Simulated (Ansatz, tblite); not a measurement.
# The cluster CoSi6: one state, many levels

Aim: run the doublet of the cluster CoSi6 at one geometry on many levels, and compare frontier levels, spin and run time.

Method: as each input shows; program: Ansatz 0.2.0, Gaussian basis.

Levels to be run: GFN1-xTB, GFN2-xTB, PBE-D4/def2-TZVP, r2SCAN-D4/def2-TZVP, revPBE-D4/def2-TZVP, PBE-D4/def2-SVP, PBE0-D4/def2-SVP, HF/STO-3G, HF/6-31G, B3LYP-D4/6-31G, PBE0-D4/def2-TZVPD, PBE-D4/def2-TZVPD, r2SCAN-D4/def2-TZVPD, CCSD(T)/def2-SVP, MP2/def2-TZVP, RPA/def2-TZVP.

6 further runs of the same task are left out: 5 that didn't finish, 1 set aside as unsound or not needed. Runs told in other sessions of the task aren't counted.

## Step 1: The structure

The geometry is that of the doublet, from an earlier relaxation (r2SCAN-D4/def2-SVP). At that level it is the lowest of the isomers that a small search found.

7 atoms, charge 0, spin multiplicity 2.

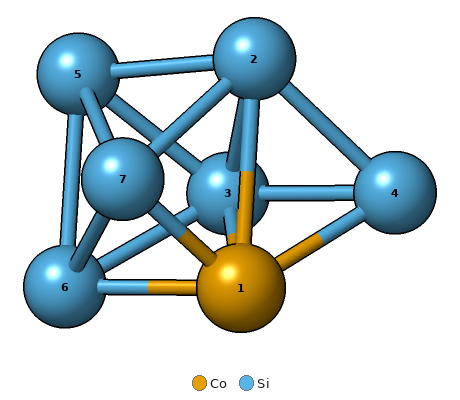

The geometry (cobalt amber, silicon blue); atoms are numbered from 1 in the order of the file.

No spin-orbit coupling is included.

PBE0-D4/def2-TZVP was run before; its log isn't repeated, and its numbers join the tables.

## Step 2: GFN1-xTB

Tight binding, by tblite at 300 K electronic temperature and without a spin-polarisation term:

```python
tblite.interface.Calculator('GFN1-xTB', numbers, positions, charge=0, uhf=1).singlepoint()
```

Energy -385.5612 eV; 0.017 s.

## Step 3: GFN2-xTB

Tight binding, by tblite at 300 K electronic temperature and without a spin-polarisation term:

```python
tblite.interface.Calculator('GFN2-xTB', numbers, positions, charge=0, uhf=1).singlepoint()
```

Energy -373.0574 eV; 0.021 s.

## Step 4: PBE-D4/def2-TZVP

start.molden holds the orbitals of an earlier run on this state, given as this run's starting guess.

Input file in.yaml:

```yaml
crystal:
  periodic: [false, false, false]
  atoms:
    - {symbol: Co, position_ang: [1.235540, 0.219109, 0.867929]}
    - {symbol: Si, position_ang: [-1.396385, 0.936539, 0.296331]}
    - {symbol: Si, position_ang: [0.426706, 0.414333, -1.252590]}
    - {symbol: Si, position_ang: [0.579332, 2.317153, 0.176563]}
    - {symbol: Si, position_ang: [-1.411863, -1.115841, -1.021962]}
    - {symbol: Si, position_ang: [1.021530, -1.793048, -0.473942]}
    - {symbol: Si, position_ang: [-0.454860, -0.978255, 1.407673]}
basis:
  gaussian: {orbitals: def2-TZVP, initial_orbitals: start.molden}
magnetization: {spin_polarized: true, initial_magnetization: 1}
hamiltonian: {xc: pbe, dispersion: d4}
scf: {omitted_lower_state_checks: [starts]}
output: {orbitals: {seedname: orbitals}}
```

Command:

```console
ansatz run in.yaml --threads 4 --pin off --events-out ev --progress --plain --max-ram 4787MiB
```

Further steps of the session: r2SCAN-D4/def2-TZVP; revPBE-D4/def2-TZVP; PBE-D4/def2-SVP; PBE0-D4/def2-SVP; HF/STO-3G; HF/6-31G; B3LYP-D4/6-31G; PBE0-D4/def2-TZVPD; PBE-D4/def2-TZVPD; r2SCAN-D4/def2-TZVPD; CCSD(T)/def2-SVP; MP2/def2-TZVP; RPA/def2-TZVP.

**Question.** What will the summary of the whole plan be? Wanted: gap in def2-TZVP, named functionals, smallest and largest; correlation energy, CCSD(T)/def2-SVP; correlation energy, MP2/def2-TZVP; binding an atom, functionals in def2-TZVP; ⟨S²⟩ in def2-TZVP, named functionals, smallest and largest; PBE0 total energy, smallest basis above largest.

The runs gave:

| quantity | value |
| --- | --- |
| gap in def2-TZVP, named functionals, smallest and largest | 0.86 eV (PBE-D4), 2.33 eV (PBE0-D4) |
| correlation energy, CCSD(T)/def2-SVP | -28.42 eV |
| correlation energy, MP2/def2-TZVP | -33.33 eV |
| binding an atom, functionals in def2-TZVP | 3.26 (PBE0-D4) to 3.61 eV (PBE-D4) |
| ⟨S²⟩ in def2-TZVP, named functionals, smallest and largest | 0.810, 1.213 |
| PBE0 total energy, smallest basis above largest | 21.82 eV (def2-SVP, def2-TZVPD) |

**Reading.** Orbital gaps of the named functionals in def2-TZVP span 0.86 eV (PBE-D4) to 2.33 eV (PBE0-D4); exact exchange widens it. Over the named functionals in def2-TZVP spin contamination reaches 0.46 (PBE0-D4), so some levels may describe another state. Notes on CCSD(T)/def2-SVP: large T1 diagnostic, spin contamination.
